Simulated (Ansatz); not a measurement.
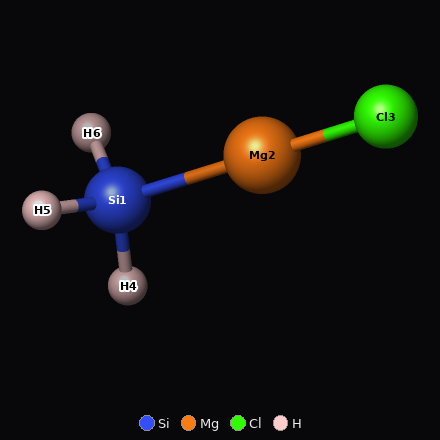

The system is ClH₃MgSi (SMILES [SiH3][Mg][Cl]) with the probe Cl-; the picture shows it without the atoms that are moved over the map. The probe is moved over the molecule's main plane. Coordinates scanned: (1) x of the probe's Cl atom; (2) y of the probe's Cl atom. Nothing is relaxed (molecule and probe rigid). The grid has 23 × 17 points. At 77 points there is no value (left out of the scan, as a rule where atoms come close). Energies are in kJ/mol, from the lowest grid point. Energies and slopes of some neighbouring points disagree (a jump in structure or state, or too coarse a mesh). All numbers below come from Ansatz, RHF/def2-SVPD.

Range: x of the probe's Cl atom from −6.38 to 6.38 Å; y of the probe's Cl atom from −4.64 to 4.64 Å.

Q: What will the energy surface look like?

A: The lowest grid point is at x of the probe's Cl atom = 0.00 Å, y of the probe's Cl atom = −2.32 Å [nearest 1 Mg at 2.32 Å]. The highest grid point, x of the probe's Cl atom = −2.90 Å, y of the probe's Cl atom = −1.74 Å [nearest 1 H at 1.10 Å], lies 1306 kJ/mol above the lowest.

| y of the probe's Cl atom ↓, x of the probe's Cl atom → | −5.80 | −4.64 | −3.48 | −2.32 | −1.16 | 0.00 | 1.16 | 2.32 | 3.48 | 4.64 | 5.80 |
| --- | --- | --- | --- | --- | --- | --- | --- | --- | --- | --- | --- |
| 4.64 | 130 | 126 | 120 | 111 | 102 | 101 | 112 | 128 | 140 | 145 | 147 |
| 3.48 | 129 | 127 | 136 | 121 | 74 | 55 | 86 | 132 | 152 | 154 | 153 |
| 2.32 | 129 | 187 | 569 | 611 | 122 | 4 | 136 | 381 | 276 | 179 | 160 |
| 1.16 | 132 | 361 | – | – | – | – | – | – | – | 282 | 169 |
| 0.00 | 132 | 409 | – | – | – | – | – | – | – | 413 | 174 |
| −1.16 | 132 | 338 | – | – | – | – | – | – | – | 282 | 169 |
| −2.32 | 129 | 168 | 397 | 389 | 82 | 0 | 135 | 380 | 275 | 179 | 160 |
| −3.48 | 129 | 125 | 124 | 105 | 67 | 53 | 85 | 132 | 151 | 154 | 153 |
| −4.64 | 130 | 126 | 119 | 110 | 101 | 100 | 111 | 127 | 140 | 145 | 147 |

The table holds every second grid line.

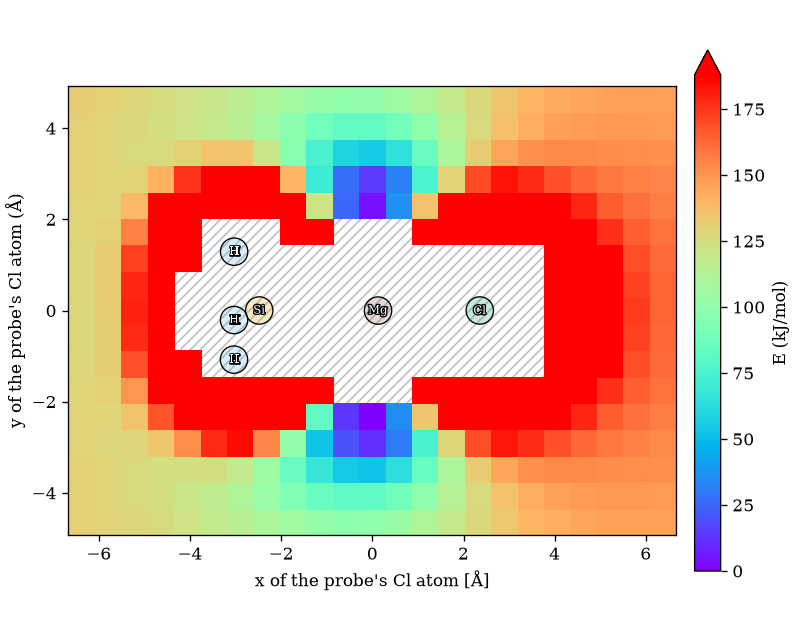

Drawn: one coloured cell a grid point, labelled circles for the molecule's atoms, projected on the plane, one colour for all values above the top of the scale, hatched blanks where no value was computed.

Time for the 314 points that were run: 29 min on 1 thread of Arm Neoverse N1 (shared host).
